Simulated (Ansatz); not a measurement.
# CH5Si (SMILES C[SiH2]) at 6 levels

Wanted: a comparison of 6 runs (U-r2SCAN0/STO-3G, U-revPBE/STO-3G, UB2PLYP/STO-3G, UCAM-B3LYP/STO-3G, UBCCD(T)/STO-3G, UCCSDT(Q)/STO-3G) of CH5Si. 

The results are computed with Ansatz 0.2.0.

52 further runs of the same task are left out: 52 set aside as unsound or not needed.

### Step 1. The molecule

CH5Si has 7 atoms, charge 0, and is taken as a doublet. SMILES: `C[SiH2]`. The Si2–C1 distance was set to 3.750 Å, away from the relaxed value. At this shape a bond of the SMILES string is far longer than usual.

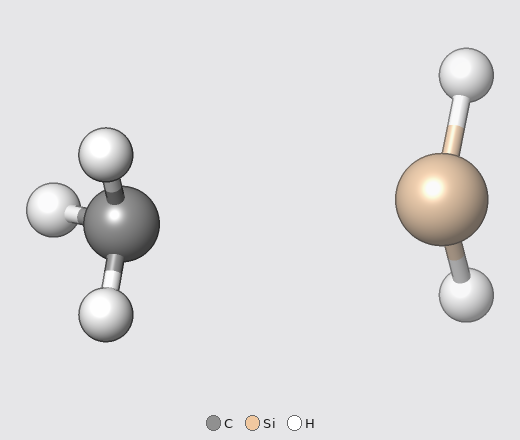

The structure, seen from a chosen angle (carbon grey, silicon light orange, hydrogen white).

### Step 2. A single-point energy at U-r2SCAN0/STO-3G (run 1)

The input, run.yaml:

```yaml
crystal:
  periodic: [false, false, false]
  atoms:
    - symbol: C
      position_ang: [-0.421403, -2.641220, -0.123602]
    - symbol: Si
      position_ang: [0.176200, 1.034800, 0.314000]
    - symbol: H
      position_ang: [-0.503603, -2.892920, -1.185402]
    - symbol: H
      position_ang: [0.400397, -3.221320, 0.300698]
    - symbol: H
      position_ang: [-1.345903, -2.945720, 0.370698]
    - symbol: H
      position_ang: [-0.951500, 1.846400, -0.225700]
    - symbol: H
      position_ang: [1.450600, 1.468000, -0.326000]
basis:
  gaussian: {orbitals: STO-3G}
hamiltonian: {xc: {name: r2SCAN0}}
accuracy: high
magnetization: {spin_polarized: true, initial_magnetization: 1}
```

Launch:

```sh
ansatz run run.yaml --threads 1 --pin off --max-ram 2610MiB --events-out events.jsonl --progress --plain --runs-dir runs
```

Output:

```text
Warning: RAYON_NUM_THREADS=1 ignored (pool sized by the plan → 1); use --threads N
Functional definition: r2SCAN0
  name "r2SCAN0"
  parameter a = 0.25
  parameter k0 = 0.174
  parameter k1 = 0.065
  parameter a1 = 4.9479
  exchange = (1 - a)*r2scan_x(k0 = k0, k1 = k1, a1 = a1) + a*exact_x
  correlation = r2scan_c
303 factors; integrals over basis functions are off by at most 9.3e-9 eV
mean field evaluation 1: about -8876.2039 eV, gradient 1.8e1 eV
mean field evaluation 2: about -8830.3213 eV, gradient 3.9e1 eV
mean field evaluation 4: about -8880.2188 eV, gradient 1.2e1 eV
mean field evaluation 8: about -8880.1841 eV, gradient 1.2e1 eV
mean field evaluation 16: about -8884.4368 eV, gradient 1.8e-2 eV
mean field evaluation 32: about -8882.4124 eV, gradient 6.2e0 eV
mean field -8884.43682067 eV, -326.4970310721 hartree, gradient 3.6e-8 eV, S^2 1.081984; 3 other end points of the search recorded, 0 dependent functions left out
reference -8884.43682156 eV, -326.4970311048 hartree; 13, 12 occupied and 6, 7 virtual orbitals, 303 factors
Total energy: -8884.43682156 eV, -326.4970311048 hartree
```

Run time: 11 s. Hardware: 1 thread of Arm Neoverse V1, shared host; peak memory 0.24 GiB.

### Step 3. A single-point energy at U-revPBE/STO-3G (run 2)

The input, molecule.yaml:

```yaml
crystal:
  periodic: [false, false, false]
  atoms:
    - {symbol: C, position_ang: [-0.421403, -2.641220, -0.123602]}
    - {symbol: Si, position_ang: [0.176200, 1.034800, 0.314000]}
    - {symbol: H, position_ang: [-0.503603, -2.892920, -1.185402]}
    - {symbol: H, position_ang: [0.400397, -3.221320, 0.300698]}
    - {symbol: H, position_ang: [-1.345903, -2.945720, 0.370698]}
    - {symbol: H, position_ang: [-0.951500, 1.846400, -0.225700]}
    - {symbol: H, position_ang: [1.450600, 1.468000, -0.326000]}
basis:
  gaussian: {orbitals: STO-3G}
magnetization: {spin_polarized: true, initial_magnetization: 1}
hamiltonian: {xc: {name: revPBE}}
accuracy: high
```

Launch:

```sh
ansatz run molecule.yaml --threads 1 --pin off --max-ram 2610MiB --events-out events.jsonl --progress --plain --runs-dir runs
```

Output:

```text
Warning: RAYON_NUM_THREADS=1 ignored (pool sized by the plan → 1); use --threads N
Functional definition: revPBE
  name "revPBE"
  parameter kappa = 1.245
  parameter beta = 0.06672455060314922
  exchange = pbe_x(kappa = kappa, mu = beta*pi^2/3)
  correlation = pbe_c(beta = beta)
303 factors; integrals over basis functions are off by at most 9.3e-9 eV
mean field evaluation 1: about -8874.6696 eV, gradient 2.0e1 eV
mean field evaluation 2: about -8825.3913 eV, gradient 4.5e1 eV
mean field evaluation 4: about -8883.6737 eV, gradient 1.3e0 eV
mean field evaluation 8: about -8883.7183 eV, gradient 2.4e-1 eV
mean field evaluation 16: about -8883.6732 eV, gradient 7.1e-4 eV
mean field evaluation 32: about -8883.6091 eV, gradient 2.6e-1 eV
mean field -8883.67324707 eV, -326.4689702599 hartree, gradient 6.4e-8 eV, S^2 0.930406; 2 other end points of the search recorded, 0 dependent functions left out
reference -8883.67325012 eV, -326.4689703718 hartree; 13, 12 occupied and 6, 7 virtual orbitals, 303 factors
Total energy: -8883.67325012 eV, -326.4689703718 hartree
```

It took 3 s on 1 thread of Arm Neoverse V1, shared host; peak memory 0.13 GiB.

### Step 4. A single-point energy at UB2PLYP/STO-3G (run 3)

The input, input.yaml:

```yaml
basis:
  gaussian:
    orbitals: STO-3G
crystal:
  periodic: [false, false, false]
  atoms:
    - symbol: C
      position_ang: [-0.421403, -2.641220, -0.123602]
    - symbol: Si
      position_ang: [0.176200, 1.034800, 0.314000]
    - symbol: H
      position_ang: [-0.503603, -2.892920, -1.185402]
    - symbol: H
      position_ang: [0.400397, -3.221320, 0.300698]
    - symbol: H
      position_ang: [-1.345903, -2.945720, 0.370698]
    - symbol: H
      position_ang: [-0.951500, 1.846400, -0.225700]
    - symbol: H
      position_ang: [1.450600, 1.468000, -0.326000]
magnetization:
  spin_polarized: true
  initial_magnetization: 1
hamiltonian:
  xc: {name: B2PLYP}
correlation:
  frozen_orbitals: {C: 1, H: 0, Si: 5}
accuracy: high
```

Launch:

```sh
ansatz run input.yaml --threads 1 --pin off --max-ram 2610MiB --events-out events.jsonl --progress --plain --runs-dir runs
```

Output (excerpt; [...] marks lines left out):

```text
Warning: RAYON_NUM_THREADS=1 ignored (pool sized by the plan → 1); use --threads N
Functional definition: B2PLYP
  name "B2PLYP"
[...]
303 factors; integrals over basis functions are off by at most 9.3e-9 eV
[...]
mean field -8878.90280653 eV, -326.2936598035 hartree, gradient 1.2e-8 eV, S^2 0.982135; 4 other end points of the search recorded, 0 dependent functions left out
6 core orbitals not correlated: weight in the atoms' cores, before any rotation towards them, 1.000 or more for the frozen orbitals, at most 0.000 for the correlated occupied ones
reference -8878.90282869 eV, -326.2936606179 hartree; 7, 6 occupied and 6, 7 virtual orbitals, 303 factors
second order -2.40703116 eV of doubles, -0.00000000 eV of singles
Total energy: -8879.55272710 eV, -326.3175439441 hartree
```

Run time: 6.3 s. Hardware: 1 thread of Arm Neoverse V1, shared host; peak memory 0.14 GiB.

Runs 4 to 5 aren't shown in full; the table further down has their settings and results.

### Step 5. The energy at UCCSDT(Q)/STO-3G (run 6)

The input, job.yaml:

```yaml
crystal:
  periodic: [false, false, false]
  atoms:
    - symbol: C
      position_ang: [-0.421403, -2.641220, -0.123602]
    - symbol: Si
      position_ang: [0.176200, 1.034800, 0.314000]
    - symbol: H
      position_ang: [-0.503603, -2.892920, -1.185402]
    - symbol: H
      position_ang: [0.400397, -3.221320, 0.300698]
    - symbol: H
      position_ang: [-1.345903, -2.945720, 0.370698]
    - symbol: H
      position_ang: [-0.951500, 1.846400, -0.225700]
    - symbol: H
      position_ang: [1.450600, 1.468000, -0.326000]
basis:
  gaussian:
    orbitals: STO-3G
magnetization:
  spin_polarized: true
  initial_magnetization: 1
correlation:
  method: ccsdt_q
  frozen_orbitals: {C: 1, H: 0, Si: 5}
accuracy: high
scf:
  omitted_lower_state_checks: [cluster_reference, increment]
```

Launch:

```sh
ansatz run job.yaml --threads 1 --pin off --max-ram 2610MiB --events-out events.jsonl --progress --plain --runs-dir runs
```

Output:

```text
Warning: RAYON_NUM_THREADS=1 ignored (pool sized by the plan → 1); use --threads N
[... 14 lines left out ...]
6 core orbitals not correlated: weight in the atoms' cores, before any rotation towards them, 1.000 or more for the frozen orbitals, at most 0.000 for the correlated occupied ones
[... 51 lines left out ...]
Total energy: -8866.34558531 eV, -325.8321904352 hartree
Checks for a lower state left out: cluster_reference, increment
```

It took 1.6 s on 1 thread of Arm Neoverse V1, shared host; peak memory 0.091 GiB.

### Step 6. The series

```tsv
run	level	frozen core orbitals	energy (Eh)	⟨S²⟩	wall time
1	U-r2SCAN0/STO-3G	–	-326.497031	1.082	11 s
2	U-revPBE/STO-3G	–	-326.468970	0.930	3 s
3	UB2PLYP/STO-3G	6	-326.317544	0.982	6.3 s
4	UCAM-B3LYP/STO-3G	–	-326.486459	0.915	3.9 s
5	UBCCD(T)/STO-3G	6	-325.832005	1.143	0.48 s
6	UCCSDT(Q)/STO-3G	6	-325.832190	1.143	1.6 s
```

### Step 7. What came out

```
                                          quantity          value
                               run 6: total energy  -325.83219 Eh
run 6: correlation energy (6 core orbitals frozen)     -107.8 mEh
          run 6: ⟨S²⟩ of the reference determinant          1.143
                              run 6: T1 diagnostic          0.075
```

In words: Totals of different functionals can't be ranked against each other. In runs 1, 2, 3, 4, 5, 6 the basis is minimal, so the values are rough. Spin contamination of the reference: run 5 ⟨S²⟩ = 1.14, run 6 ⟨S²⟩ = 1.14, run 1 ⟨S²⟩ = 1.08, run 3 ⟨S²⟩ = 0.98, run 2 ⟨S²⟩ = 0.93, run 4 ⟨S²⟩ = 0.92. All runs together took 26 s, the longest 11 s.
